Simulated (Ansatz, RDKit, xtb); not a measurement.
# C3H3BFNO: ranking a sample of isomers, part 2 of 2

A sample of isomers of C3H3BFNO is drawn. Aim: find which of them has the lowest free energy at 298.15 K, then its properties. The sample is small against all isomers, and the most stable one of this formula need not be in it.

xtb, Ansatz and PySCF; isolated molecules. Earlier steps stand in the parts before.

### Step 6. After refinement

```
label     spin  r2SCAN-D4/def2-SVP (kcal/mol)  B3LYP-D3(BJ)/def2-SVP, relaxed (kcal/mol)  time
c191a  singlet                            0.0                                        0.0  22 s
c698a  singlet                            0.5                                        0.4  23 s
c853a  singlet                            6.5                                        5.9  18 s
c317a  singlet                            7.9                                        7.0  28 s
c455a  singlet                            7.0                                        7.0  18 s
c358a  singlet                            7.6                                        7.4  20 s
```

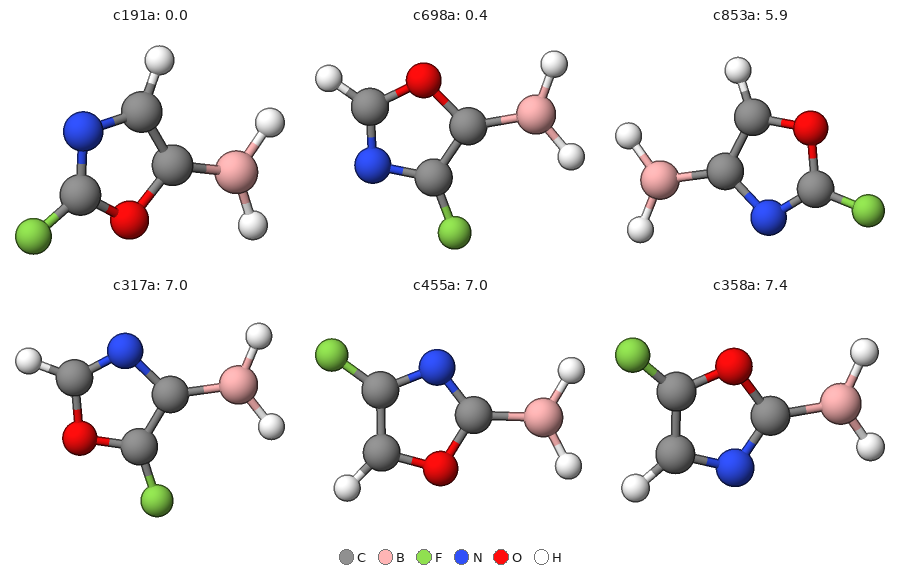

The relaxed structures, with energies at B3LYP-D3(BJ)/def2-SVP in kcal/mol.

### Step 7. Are they minima? Harmonic frequencies

The lowest few in one piece go on as finalists. In this search the thermal terms come from GFN2-xTB at its own nearest minimum. The first, c191a:

Input file start.xyz:

```xyz
10
c191a
C     -1.746845     0.021999    -1.871299
C     -1.525831     0.756581    -0.719007
C      0.233744    -0.298122    -1.075156
B     -2.923781    -0.123239    -2.807853
F      1.425686    -0.810804    -1.037806
N     -0.265524     0.544250    -0.223977
O     -0.536032    -0.673007    -2.073973
H     -2.870995    -0.843479    -3.769170
H     -3.916679     0.509525    -2.554711
H     -2.229536     1.429592    -0.229700
```

Started as:

```bash
xtb start.xyz --gfn 2 --ohess tight
```

Standard output:

```text
* xtb version 6.7.1
   ID    Z sym.   atoms
    1    6 C      1-3
    2    5 B      4
    3    9 F      5
    4    7 N      6
    5    8 O      7
    6    1 H      8-10

           -------------------------------------------------
          |                Calculation Setup                |
           -------------------------------------------------

          program call               : xtb start.xyz --gfn 2 --ohess tight
          coordinate file            : start.xyz
          omp threads                :                     2

           -------------------------------------------------
          |                 G F N 2 - x T B                 |
           -------------------------------------------------

      * Hamiltonian:
        H0-scaling (s, p, d)           1.850000    2.230000    2.230000
        zeta-weighting                 0.500000
      * Dispersion:
        s8                             2.700000
        a1                             0.520000
        a2                             5.000000
        s9                             5.000000
      * Repulsion:
        kExp                           1.500000    1.000000
        rExp                           1.000000
      * Coulomb:
        alpha                          2.000000
        third order                    shell-resolved
        anisotropic                    true
        a3                             3.000000
        a5                             4.000000
        cn-shift                       1.200000
        cn-exp                         4.000000
        max-rad                        5.000000

          ...................................................
          :                      SETUP                      :
          :.................................................:
          :  # basis functions                  31          :
          :  # atomic orbitals                  31          :
          :  # shells                           17          :
          :  # electrons                        36          :
          :  max. iterations                   250          :
          :  Hamiltonian                  GFN2-xTB          :
          :  restarted?                      false          :
          :  GBSA solvation                  false          :
          :  PC potential                    false          :
          :  electronic temp.          300.0000000     K    :
          :  accuracy                    1.0000000          :
          :  -> integral cutoff          0.2500000E+02      :
          :  -> integral neglect         0.1000000E-07      :
          :  -> SCF convergence          0.1000000E-05 Eh   :
          :  -> wf. convergence          0.1000000E-03 e    :
          :  Broyden damping             0.4000000          :
          :  net charge                          0          :
          :  unpaired electrons                  0          :
          ...................................................

[... 7 lines left out ...]
   *** convergence criteria satisfied after 13 iterations ***
[... 28 lines left out ...]
         :: total energy             -20.896250664715 Eh    ::
[... 39 lines left out ...]
          :   energy convergence         0.1000000E-05 Eh   :
          :   grad. convergence          0.8000000E-03 Eh/α :
[... 26 lines left out ...]
 * total energy  :   -20.8962507 Eh     change       -0.2403766E-10 Eh
[... 16 lines left out ...]
 * total energy  :   -20.8982958 Eh     change       -0.2045141E-02 Eh
[... 18 lines left out ...]
 * total energy  :   -20.8985958 Eh     change       -0.3000058E-03 Eh
[... 17 lines left out ...]
 * total energy  :   -20.8986280 Eh     change       -0.3222221E-04 Eh
[... 17 lines left out ...]
 * total energy  :   -20.8986367 Eh     change       -0.8673556E-05 Eh
[... 18 lines left out ...]
 * total energy  :   -20.8986307 Eh     change        0.5981920E-05 Eh
[... 17 lines left out ...]
 * total energy  :   -20.8986389 Eh     change       -0.8212634E-05 Eh
[... 16 lines left out ...]
 * total energy  :   -20.8986390 Eh     change       -0.8195476E-07 Eh
[... 4 lines left out ...]
   *** GEOMETRY OPTIMIZATION CONVERGED AFTER 8 ITERATIONS ***
[... 2 lines left out ...]
 total energy gain   :        -0.0023884 Eh       -1.4987 kcal/mol
[... 15 lines left out ...]
 final structure:
[... 37 lines left out ...]
          |                Final Singlepoint                |
[... 18 lines left out ...]
          :  -> SCF convergence          0.1000000E-05 Eh   :
          :  -> wf. convergence          0.1000000E-03 e    :
[... 10 lines left out ...]
   *** convergence criteria satisfied after 3 iterations ***
[... 28 lines left out ...]
         :: total energy             -20.898639019671 Eh    ::
[... 79 lines left out ...]
molecular dipole:
[... 76 lines left out ...]
cs  symmetry found (for desy threshold:  0.10E+00) used in thermo

          ...................................................
          :                      SETUP                      :
          :.................................................:
          :  # frequencies                          24      :
          :  # imaginary freq.                       0      :
          :  linear?                             false      :
          :  only rotor calc.                    false      :
          :  symmetry                               cs      :
          :  rotational number                       1      :
          :  scaling factor                  1.0000000      :
          :  rotor cutoff                   50.0000000 cm⁻¹ :
          :  imag. cutoff                  -20.0000000 cm⁻¹ :
          :.................................................:

    mode    ω/cm⁻¹     T·S(HO)/kcal·mol⁻¹    T·S(FR)/kcal·mol⁻¹   T·S(vib)
   ------------------------------------------------------------------------
       1    162.10    -0.75289 ( 99.10%)    -0.70796 (  0.90%)    -0.75248
       2    229.91    -0.56041 ( 99.78%)    -0.60447 (  0.22%)    -0.56051
       3    252.20    -0.51136 ( 99.85%)    -0.57706 (  0.15%)    -0.51146
   ------------------------------------------------------------------------

   temp. (K)  partition function   enthalpy   heat capacity  entropy
                                   cal/mol     cal/K/mol   cal/K/mol   J/K/mol
 298.15  VIB   7.05                 1980.888     15.752     10.525
         ROT  0.162E+06              888.752      2.981     26.816
         INT  0.114E+07             2869.640     18.733     37.341
         TR   0.951E+27             1481.254      4.968     39.666
         TOT                        4350.8941    23.7008    77.0071   322.1978

       T/K    H(0)-H(T)+PV         H(T)/Eh          T*S/Eh         G(T)/Eh
   ------------------------------------------------------------------------
    298.15    0.693359E-02    0.668428E-01    0.365886E-01    0.302543E-01
   ------------------------------------------------------------------------

         :::::::::::::::::::::::::::::::::::::::::::::::::::::
         ::                  THERMODYNAMIC                  ::
         :::::::::::::::::::::::::::::::::::::::::::::::::::::
         :: total free energy         -20.868384743151 Eh   ::
         ::.................................................::
         :: total energy              -20.898639019672 Eh   ::
         :: zero point energy           0.059909256859 Eh   ::
         :: G(RRHO) w/o ZPVE           -0.029654980338 Eh   ::
         :: G(RRHO) contrib.            0.030254276521 Eh   ::
         :::::::::::::::::::::::::::::::::::::::::::::::::::::

optimized geometry written to: xtbopt.xyz

           -------------------------------------------------
          | TOTAL ENERGY              -20.898639019672 Eh   |
          | TOTAL ENTHALPY            -20.831796171732 Eh   |
          | TOTAL FREE ENERGY         -20.868384743151 Eh   |
          | GRADIENT NORM               0.000135669629 Eh/α |
          | HOMO-LUMO GAP               3.280864037792 eV   |
           -------------------------------------------------

------------------------------------------------------------------------
------------------------------------------------------------------------
 total:
 * wall-time:     0 d,  0 h,  0 min,  0.281 sec
 *  cpu-time:     0 d,  0 h,  0 min,  0.551 sec
 * ratio c/w:     1.964 speedup
 SCF:
 * wall-time:     0 d,  0 h,  0 min,  0.008 sec
 *  cpu-time:     0 d,  0 h,  0 min,  0.015 sec
 * ratio c/w:     1.895 speedup
 ANC optimizer:
 * wall-time:     0 d,  0 h,  0 min,  0.048 sec
 *  cpu-time:     0 d,  0 h,  0 min,  0.096 sec
 * ratio c/w:     1.999 speedup
 analytical hessian:
 * wall-time:     0 d,  0 h,  0 min,  0.210 sec
 *  cpu-time:     0 d,  0 h,  0 min,  0.412 sec
 * ratio c/w:     1.963 speedup
```

It took 0.32 s on 2 threads of AMD EPYC 7R43 (Zen 3), shared host.

### Step 8. Zero-point energy and free-energy terms

As xtb prints them, at 298.15 K, with its own treatment of low modes:

```
label       SMILES     spin  lowest mode (cm⁻¹)  zero-point (kcal/mol)  G − E (kcal/mol)
c191a  Bc1cnc(F)o1  singlet                 162                   37.6              19.0
c698a    Bc1ocnc1F  singlet                 179                   37.6              19.0
c853a  Bc1coc(F)n1  singlet                 167                   37.3              18.7
c317a    Bc1ncoc1F  singlet                 188                   37.4              18.7
c455a  Bc1nc(F)co1  singlet                 164                   37.3              18.6
c358a  Bc1ncc(F)o1  singlet                 166                   37.3              18.7
```

### Step 9. Energies at the top level

Single points at CCSD(T)/def2-SVP + MP2/def2-TZVPP - MP2/def2-SVP on the refined geometries decide the order.

c191a, CCSD(T)/def2-SVP:

Input file input.yaml:

```yaml
crystal:
  periodic: [false, false, false]
  atoms:
    - {symbol: C, position_ang: [-1.746845, 0.021999, -1.871299]}
    - {symbol: C, position_ang: [-1.525831, 0.756581, -0.719007]}
    - {symbol: C, position_ang: [0.233744, -0.298122, -1.075156]}
    - {symbol: B, position_ang: [-2.923781, -0.123239, -2.807853]}
    - {symbol: F, position_ang: [1.425686, -0.810804, -1.037806]}
    - {symbol: "N", position_ang: [-0.265524, 0.544250, -0.223977]}
    - {symbol: O, position_ang: [-0.536032, -0.673007, -2.073973]}
    - {symbol: H, position_ang: [-2.870995, -0.843479, -3.769170]}
    - {symbol: H, position_ang: [-3.916679, 0.509525, -2.554711]}
    - {symbol: H, position_ang: [-2.229536, 1.429592, -0.229700]}
basis:
  gaussian: {orbitals: def2-SVP}
correlation: {method: ccsd_t, frozen_orbitals: {C: 1, O: 1, H: 0, "N": 1, B: 1, F: 1}}
```

Started as:

```bash
ansatz run input.yaml --threads 2 --pin off --max-ram 5220MiB --events-out events.jsonl --progress --plain --runs-dir runs
```

Standard output:

```text
Warning: RAYON_NUM_THREADS=2 ignored (pool sized by the plan → 2); use --threads N
Functional definition: HF
  name "HF"
  exchange = exact_x
  correlation = 0
1144 factors; integrals over basis functions are off by at most 1.1e-3 eV
mean field evaluation 1: about -10022.1809 eV, gradient 4.0e1 eV
mean field evaluation 2: about -10022.3802 eV, gradient 4.0e1 eV
mean field evaluation 4: about -10026.3386 eV, gradient 4.0e0 eV
mean field evaluation 8: about -10026.4078 eV, gradient 4.0e-1 eV
mean field evaluation 16: about -10022.1820 eV, gradient 4.0e1 eV
mean field -10026.40866785 eV, -368.4637223996 hartree, gradient 2.2e-6 eV, S^2 0.000000; 0 other end points of the search recorded, 0 dependent functions left out
7 core orbitals not correlated: weight in the atoms' cores, before any rotation towards them, 1.000 or more for the frozen orbitals, at most 0.000 for the correlated occupied ones
reference -10026.40866785 eV, -368.4637223996 hartree; 18, 18 occupied and 88, 88 virtual orbitals, 1144 factors
second order -26.65574597 eV of doubles, -0.00000000 eV of singles
cycle   1  -26.56080679 eV  change    9.5e-2 eV  update   1.3e-1
cycle   2  -27.30263158 eV  change   -7.4e-1 eV  update   4.0e-2
cycle   3  -27.48379891 eV  change   -1.8e-1 eV  update   2.1e-2
cycle   4  -27.47307666 eV  change    1.1e-2 eV  update   5.4e-3
cycle   5  -27.47025799 eV  change    2.8e-3 eV  update   2.8e-3
cycle   6  -27.47130618 eV  change   -1.0e-3 eV  update   9.6e-4
cycle   7  -27.47098280 eV  change    3.2e-4 eV  update   4.1e-4
cycle   8  -27.47075140 eV  change    2.3e-4 eV  update   1.6e-4
cycle   9  -27.47080944 eV  change   -5.8e-5 eV  update   5.3e-5
cycle  10  -27.47085017 eV  change   -4.1e-5 eV  update   1.9e-5
perturbative correction -1.00518649 eV, -0.0369399222 hartree
Total energy: -10054.88470451 eV, -369.5101974450 hartree
```

Wall time 22 s (2 threads of AMD EPYC 7R43 (Zen 3), shared host); peak memory 0.66 GiB.

### Step 10. c191a at MP2/def2-TZVPP

input.yaml, as its differences from that of step 9:

```diff
@@ -14,3 +14,6 @@
 basis:
-  gaussian: {orbitals: def2-SVP}
-correlation: {method: ccsd_t, frozen_orbitals: {C: 1, O: 1, H: 0, "N": 1, B: 1, F: 1}}
+  gaussian:
+    orbitals: def2-TZVPP
+correlation:
+  method: mp2
+  frozen_orbitals: {C: 1, O: 1, H: 0, "N": 1, B: 1, F: 1}
```

Started as:

```bash
ansatz run input.yaml --threads 2 --pin off --max-ram 5220MiB --events-out events.jsonl --progress --plain --runs-dir runs
```

Standard output:

```text
Warning: RAYON_NUM_THREADS=2 ignored (pool sized by the plan → 2); use --threads N
[... 4 set-up lines as earlier in the session ...]
1637 factors; integrals over basis functions are off by at most 7.9e-4 eV
mean field evaluation 1: about -10033.6113 eV, gradient 4.2e1 eV
mean field evaluation 2: about -10034.0131 eV, gradient 4.2e1 eV
mean field evaluation 4: about -10038.2146 eV, gradient 4.6e0 eV
mean field evaluation 8: about -10038.2992 eV, gradient 3.8e-1 eV
mean field evaluation 16: about -10038.3000 eV, gradient 2.0e-6 eV
mean field -10038.29999788 eV, -368.9007207181 hartree, gradient 2.0e-6 eV, S^2 0.000000; 0 other end points of the search recorded, 0 dependent functions left out
7 core orbitals not correlated: weight in the atoms' cores, before any rotation towards them, 1.000 or more for the frozen orbitals, at most 0.000 for the correlated occupied ones
reference -10038.29999788 eV, -368.9007207181 hartree; 18, 18 occupied and 234, 234 virtual orbitals, 1637 factors
second order -33.34665333 eV of doubles, -0.00000000 eV of singles
Total energy: -10071.64665122 eV, -370.1261876249 hartree
```

It took 9.6 s on 2 threads of AMD EPYC 7R43 (Zen 3), shared host; peak memory 0.69 GiB.

### Step 11. c698a at CCSD(T)/def2-SVP

Input file input.yaml:

```yaml
crystal:
  periodic: [false, false, false]
  atoms:
    - {symbol: C, position_ang: [-1.628584, 0.112464, -1.960247]}
    - {symbol: C, position_ang: [-1.168587, 0.490592, 0.138428]}
    - {symbol: C, position_ang: [-0.593727, -0.682168, -1.483365]}
    - {symbol: B, position_ang: [-2.322113, 0.252116, -3.293311]}
    - {symbol: F, position_ang: [0.076009, -1.579102, -2.161923]}
    - {symbol: "N", position_ang: [-0.312540, -0.444519, -0.183663]}
    - {symbol: O, position_ang: [-1.976599, 0.875931, -0.840468]}
    - {symbol: H, position_ang: [-3.216415, 1.043510, -3.435294]}
    - {symbol: H, position_ang: [-1.956420, -0.446257, -4.202000]}
    - {symbol: H, position_ang: [-1.281002, 0.973293, 1.109188]}
basis:
  gaussian:
    orbitals: def2-SVP
magnetization:
  spin_polarized: false
correlation:
  method: ccsd_t
  frozen_orbitals: {C: 1, O: 1, H: 0, "N": 1, B: 1, F: 1}
```

Started as:

```bash
ansatz run input.yaml --threads 2 --pin off --max-ram 5220MiB --events-out events.jsonl --progress --plain --runs-dir runs
```

Standard output:

```text
Warning: RAYON_NUM_THREADS=2 ignored (pool sized by the plan → 2); use --threads N
[... 4 set-up lines as earlier in the session ...]
1142 factors; integrals over basis functions are off by at most 1.4e-3 eV
mean field evaluation 1: about -10022.4036 eV, gradient 3.7e1 eV
mean field evaluation 2: about -10022.6072 eV, gradient 3.8e1 eV
mean field evaluation 4: about -10026.2275 eV, gradient 4.1e0 eV
mean field evaluation 8: about -10026.2976 eV, gradient 5.0e-1 eV
mean field evaluation 16: about -10026.2990 eV, gradient 1.7e-6 eV
mean field -10026.29900506 eV, -368.4596923665 hartree, gradient 1.7e-6 eV, S^2 0.000000; 0 other end points of the search recorded, 0 dependent functions left out
7 core orbitals not correlated: weight in the atoms' cores, before any rotation towards them, 1.000 or more for the frozen orbitals, at most 0.000 for the correlated occupied ones
reference -10026.29900506 eV, -368.4596923665 hartree; 18, 18 occupied and 88, 88 virtual orbitals, 1142 factors
second order -26.72385601 eV of doubles, -0.00000000 eV of singles
cycle   1  -26.59809473 eV  change    1.3e-1 eV  update   1.4e-1
cycle   2  -27.35417891 eV  change   -7.6e-1 eV  update   4.2e-2
cycle   3  -27.54476356 eV  change   -1.9e-1 eV  update   2.2e-2
cycle   4  -27.53241950 eV  change    1.2e-2 eV  update   6.1e-3
cycle   5  -27.52923432 eV  change    3.2e-3 eV  update   3.1e-3
cycle   6  -27.53051246 eV  change   -1.3e-3 eV  update   1.0e-3
cycle   7  -27.52990437 eV  change    6.1e-4 eV  update   4.5e-4
cycle   8  -27.52969844 eV  change    2.1e-4 eV  update   1.7e-4
cycle   9  -27.52980610 eV  change   -1.1e-4 eV  update   6.5e-5
cycle  10  -27.52982936 eV  change   -2.3e-5 eV  update   2.3e-5
perturbative correction -1.01625703 eV, -0.0373467571 hartree
Total energy: -10054.84509145 eV, -369.5087416920 hartree
```

Run time: 21 s. Hardware: 2 threads of AMD EPYC 7R43 (Zen 3), shared host; peak memory 0.67 GiB.

For c455a, c358a the log finds that unrestricted Hartree-Fock orbitals lie lower, a sign to watch the closed-shell reference there.

### Step 12. Putting it together

Energies in kcal/mol from c191a; G adds the thermal terms to the CCSD(T)/def2-SVP + MP2/def2-TZVPP - MP2/def2-SVP energy. The columns left of the relaxed level are at the tight-binding geometries.

```
label       SMILES     spin  GFN2-xTB  HF/STO-3G  r2SCAN-D4/def2-SVP  B3LYP-D3(BJ)/def2-SVP  HF/def2-SVP  MP2/def2-SVP  CCSD(T)/def2-SVP + MP2/def2-TZVPP - MP2/def2-SVP    G  share at equilibrium     T1
c191a  Bc1cnc(F)o1  singlet       0.0        0.0                 0.0                    0.0          0.0           0.0                                               0.0  0.0                84.8 %  0.015
c698a    Bc1ocnc1F  singlet       0.9        1.0                 0.5                    0.4          2.5           1.0                                               1.0  1.0                15.1 %  0.016
c853a  Bc1coc(F)n1  singlet       4.2        3.8                 6.5                    5.9          5.4           4.5                                               4.6  4.3                 0.1 %  0.014
c317a    Bc1ncoc1F  singlet       6.1        2.4                 7.9                    7.0          8.0           6.1                                               6.4  6.0               < 0.1 %  0.014
c455a  Bc1nc(F)co1  singlet       4.5        6.4                 7.0                    7.0         12.3           7.1                                               7.3  7.0               < 0.1 %  0.015
c358a  Bc1ncc(F)o1  singlet       5.3        3.4                 7.6                    7.4         11.8           7.6                                               7.9  7.6               < 0.1 %  0.014
```

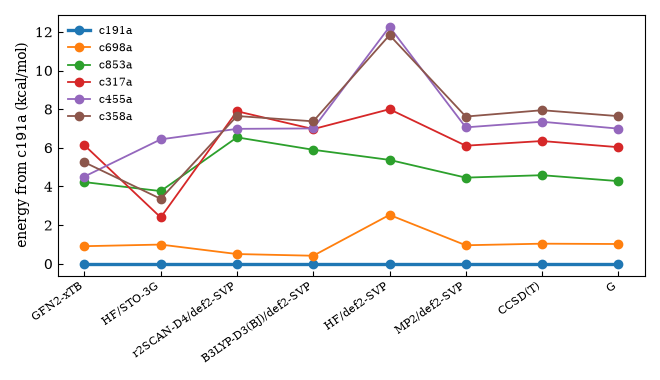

The finalists at each level, measured from c191a.

Lowest found: c191a, `Bc1cnc(F)o1`, a singlet. Bond lengths: C1–C2 1.384 Å, C1–B4 1.511 Å, C3–F5 1.298 Å, C2–N6 1.371 Å, C3–N6 1.297 Å, C1–O7 1.411 Å, C3–O7 1.316 Å, B4–H8 1.202 Å, B4–H9 1.204 Å, C2–H10 1.090 Å. Some angles: C1–C2–N6 111.4°, C2–C1–B4 133.7°, C2–C1–O7 104.1°, B4–C1–O7 122.1°, F5–C3–N6 126.2°, F5–C3–O7 116.5°, N6–C3–O7 117.3°, C2–N6–C3 102.6°, C1–O7–C3 104.6°, C1–C2–H10 126.8°.

```xyz
10

C    -1.7468    0.0220   -1.8713
C    -1.5258    0.7566   -0.7190
C     0.2337   -0.2981   -1.0752
B    -2.9238   -0.1232   -2.8079
F     1.4257   -0.8108   -1.0378
N    -0.2655    0.5443   -0.2240
O    -0.5360   -0.6730   -2.0740
H    -2.8710   -0.8435   -3.7692
H    -3.9167    0.5095   -2.5547
H    -2.2295    1.4296   -0.2297
```

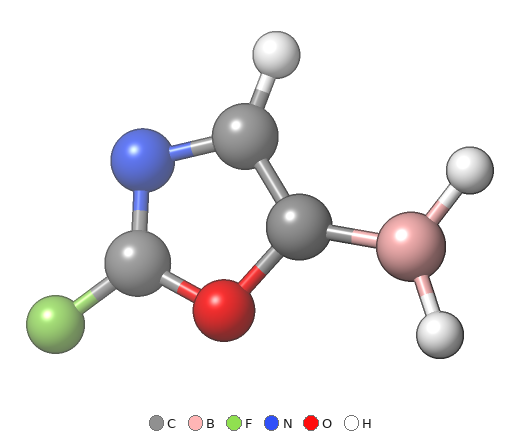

The lowest structure found, seen from a chosen angle (carbon grey, boron pink, fluorine green, nitrogen blue, oxygen red, hydrogen white).

### Step 13. Results

The summary covers parts 1 to 2.

| quantity | value |
| --- | --- |
| lowest structure found | Bc1cnc(F)o1, singlet |
| next finalist | Bc1ocnc1F, singlet, 1.0 kcal/mol higher in G |
| share at equilibrium, among the finalists | 84.8 % |
| funnel | 6 starts, 6 minima at GFN2-xTB, 9 screening runs, 6 relaxed, 6 ranked |
| CPU time of all runs | 11 min |

What this shows: The search ends on `Bc1cnc(F)o1`. Its margin of 1.0 kcal/mol is inside the likely error of CCSD(T)/def2-SVP + MP2/def2-TZVPP - MP2/def2-SVP with harmonic terms (about 1.5 kcal/mol), so the order of the first two is not settled. GFN2-xTB, HF/STO-3G, r2SCAN-D4/def2-SVP, B3LYP-D3(BJ)/def2-SVP, HF/def2-SVP and MP2/def2-SVP already put its bonding pattern lowest among the structures in one piece. The largest share of the time went into the final energies (54 %). The search is not exhaustive (a finite list of starts, one conformer a finalist), so a lower isomer can't be ruled out. Only 6 drawn patterns were tried, so whole families of isomers are missing, and the result ranks this sample alone.
